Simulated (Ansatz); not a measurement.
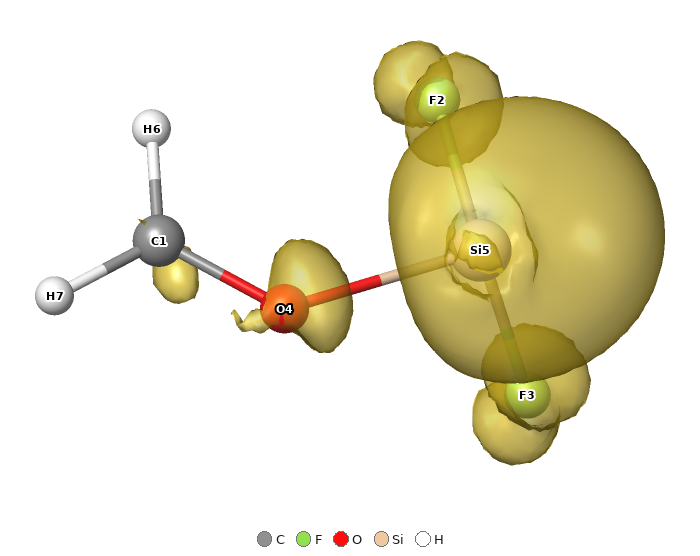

CH2F2OSi (charge +1, doublet). Isosurface of the spin density at +0.03 e/Å³ (yellow), seen at a tilt.

Geometry: B3LYP-D3(BJ)/def2-SVP.

These are results of isolated molecule in a Gaussian basis; Kohn-Sham density functional theory, functional PBE0 in Ansatz 0.2.0, not measurements.

```xyz
7

C    -1.3901    1.8328    1.1316
F    -0.4518    3.8999   -0.7702
F    -1.0282    1.9775   -2.5222
O    -0.9008    1.4505    0.0581
Si   -0.1273    2.4254   -1.2958
H    -1.4368    2.9072    1.3898
H    -1.7782    1.0634    1.8214
```

Q: Which atoms carry the spin?

A: The unpaired spin (1 electron) lies mostly on Si5 (about 0.8) and F3 (about 0.1), in electrons by Hirshfeld's partition.
